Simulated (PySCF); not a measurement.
# [NO2]+ (SMILES O=[N+]=O): CAM-B3LYP/6-31G(d) (spherical functions)

Aim: the vertical ionisation energy of [NO2]+ at CAM-B3LYP/6-31G* (spherical functions), from 2 runs. 

The calculation is run with PySCF 2.14.0.

### 1 The system as given

[NO2]+ has 3 atoms, charge +1, and is taken as a singlet. As SMILES, `O=[N+]=O`. The coordinates come from a PBE0-D4/def2-TZVP relaxation.

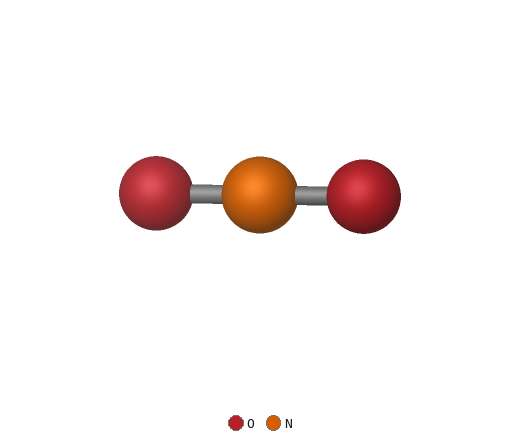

Viewed from a chosen angle; oxygen red, nitrogen orange.

### 2 A single-point energy at CAM-B3LYP/6-31G(d) (spherical functions)

job.py

```python
from pyscf import gto, dft

mol = gto.M(
    atom='O -0.572980 0.927020 -0.209580; N -0.000010 -0.000010 -0.000000; O 0.572990 -0.927010 0.209580',
    max_memory=1860,
    verbose=4,
    basis='6-31g*',
    charge=1,
)

mf = dft.RKS(mol, xc='cam-b3lyp')
mf.grids.level = 1
mf.conv_tol = 1e-10
mf.kernel()
if not mf.converged:
    mf = mf.newton().run(mf.mo_coeff, mf.mo_occ)

e_final = mf.e_tot
print('E(%s) = %.9f' % ('CAM-B3LYP', e_final))
```

Command:

```sh
OMP_NUM_THREADS=1 python job.py
```

Log:

```text
PySCF version 2.14.0

[INPUT] num. atoms = 3
[INPUT] num. electrons = 22
[INPUT] charge = 1
[INPUT] spin (= nelec alpha-beta = 2S) = 0
[INPUT] symmetry False subgroup None
[INPUT] Mole.unit = angstrom
[INPUT] Symbol           X                Y                Z      unit          X                Y                Z       unit  Magmom
[INPUT]  1 O     -0.572980000000   0.927020000000  -0.209580000000 AA   -1.082775274853   1.751813911994  -0.396048801186 Bohr   0.0
[INPUT]  2 N     -0.000010000000  -0.000010000000   0.000000000000 AA   -0.000018897261  -0.000018897261   0.000000000000 Bohr   0.0
[INPUT]  3 O      0.572990000000  -0.927010000000   0.209580000000 AA    1.082794172115  -1.751795014733   0.396048801186 Bohr   0.0

nuclear repulsion = 68.6641622036056
number of shells = 18
number of NR pGTOs = 81
number of NR cGTOs = 42
basis = 6-31g*
ecp = {}

******** <class 'pyscf.dft.rks.RKS'> ********
method = RKS
initial guess = minao
damping factor = 0
level_shift factor = 0
DIIS = <class 'pyscf.scf.diis.CDIIS'>
diis_start_cycle = 1
diis_space = 8
diis_damp = 0
SCF conv_tol = 1e-10
SCF conv_tol_grad = None
SCF max_cycles = 50
direct_scf = True
direct_scf_tol = 1e-13
XC library pyscf.dft.libxc version 7.0.0
    S. Lehtola, C. Steigemann, M. J.T. Oliveira, and M. A.L. Marques.,  SoftwareX 7, 1–5 (2018)
XC functionals = cam-b3lyp
    T. Yanai, D. P. Tew, and N. C. Handy.,  Chem. Phys. Lett. 393, 51 (2004)
radial grids:
    Treutler-Ahlrichs [JCP 102, 346 (1995); DOI:10.1063/1.469408] (M4) radial grids

becke partition: Becke, JCP 88, 2547 (1988); DOI:10.1063/1.454033
pruning grids: <function nwchem_prune>
grids dens level: 1
symmetrized grids: False
atomic radii adjust function: <function treutler_atomic_radii_adjust>
small_rho_cutoff = 0
Set gradient conv threshold to 1e-05
Initial guess from minao.
tot grids = 15480
init E= -205.961849713504
  HOMO = -0.44580570577554  LUMO = -0.0263679047311564  gap/eV = 11.41348
cycle= 1 E= -204.383262315395  delta_E= 1.58  |g|= 1.13  |ddm|=  2.5
  HOMO = -0.845381390400683  LUMO = -0.476500516361263  gap/eV = 10.03776
cycle= 2 E= -204.144095797645  delta_E= 0.239  |g|= 1.72  |ddm|= 1.45
  HOMO = -0.863018679645579  LUMO = -0.38873618741272  gap/eV = 12.90588
cycle= 3 E= -204.63290192651  delta_E= -0.489  |g|= 0.0885  |ddm|= 0.856
  HOMO = -0.827065708044957  LUMO = -0.350267034456686  gap/eV = 12.97435
cycle= 4 E= -204.63436258618  delta_E= -0.00146  |g|= 0.021  |ddm|= 0.0706
  HOMO = -0.830863557105694  LUMO = -0.352206171487075  gap/eV = 13.02493
cycle= 5 E= -204.634434138197  delta_E= -7.16e-05  |g|= 0.0022  |ddm|= 0.0158
  HOMO = -0.830678116010517  LUMO = -0.351874322535157  gap/eV = 13.02891
cycle= 6 E= -204.63443508369  delta_E= -9.45e-07  |g|= 0.000564  |ddm|= 0.00208
  HOMO = -0.830712492121789  LUMO = -0.351919652141649  gap/eV = 13.02862
cycle= 7 E= -204.634435046706  delta_E= 3.7e-08  |g|= 0.000757  |ddm|= 0.000777
  HOMO = -0.830717776050584  LUMO = -0.351926194564275  gap/eV = 13.02858
cycle= 8 E= -204.634435151528  delta_E= -1.05e-07  |g|= 1.59e-05  |ddm|= 0.000426
  HOMO = -0.830717418615385  LUMO = -0.3519241644389  gap/eV = 13.02863
cycle= 9 E= -204.634435151587  delta_E= -5.96e-11  |g|= 4.01e-07  |ddm|= 3.49e-05
  HOMO = -0.830717322394483  LUMO = -0.35192396304839  gap/eV = 13.02863
Extra cycle  E= -204.634435151587  delta_E= 4.55e-13  |g|= 1.29e-07  |ddm|= 1.69e-06
converged SCF energy = -204.634435151587
E(CAM-B3LYP) = -204.634435152
```

Run time: 2.3 s. Hardware: 1 thread of Arm Neoverse V1, shared host; peak memory 0.14 GiB.

### 3 Doublet [NO2]2+ at the same level

input.xyz

```xyz
3
NO2
O     -0.572980     0.927020    -0.209580
N     -0.000010    -0.000010     0.000000
O      0.572990    -0.927010     0.209580
```

input.py

```python
from pyscf import gto, dft

system = gto.M(
    atom='input.xyz',
    verbose=3,
    basis='6-31g*',
    max_memory=1860,
    charge=2,
    spin=1,
)

ks = dft.UKS(system)
ks.xc = 'cam-b3lyp'
ks.grids.level = 1
ks.conv_tol = 1e-10
ks.kernel()
if not ks.converged:
    ks = ks.newton().run(ks.mo_coeff, ks.mo_occ)

energy = ks.e_tot
print('Final energy', energy)
```

Command:

```sh
OMP_NUM_THREADS=1 python input.py
```

Log:

```text
WARN: HOMO -0.445805705775541 >= LUMO -0.44580570577554

converged SCF energy = -203.724639106348  <S^2> = 0.79218018  2S+1 = 2.0417445
Final energy -203.72463910634752
```

It took 2.4 s on 1 thread of Arm Neoverse V1, shared host; peak memory 0.14 GiB.

### 4 Outcome

Level: CAM-B3LYP/6-31G* (spherical functions).

```
                                            quantity          value
                        singlet [NO2]+: total energy  -204.63444 Eh
                         singlet [NO2]+: HOMO energy      -22.60 eV
                         singlet [NO2]+: LUMO energy       -9.58 eV
                       singlet [NO2]+: HOMO–LUMO gap       13.03 eV
                       doublet [NO2]2+: total energy  -203.72464 Eh
 doublet [NO2]2+: HOMO energy (highest over α and β)      -33.44 eV
  doublet [NO2]2+: LUMO energy (lowest over α and β)      -26.87 eV
                               doublet [NO2]2+: ⟨S²⟩          0.792
vertical ionisation energy (to the doublet dication)      24.757 eV
```

In words: Removing an electron at fixed nuclei costs 24.76 eV (2389 kJ/mol). The negative HOMO energy of the first species, 22.60 eV, lies 2.15 eV below that difference. Mulliken charges (singlet [NO2]+) run from -0.02 on O1 to +1.03 on N2; they depend strongly on the basis.
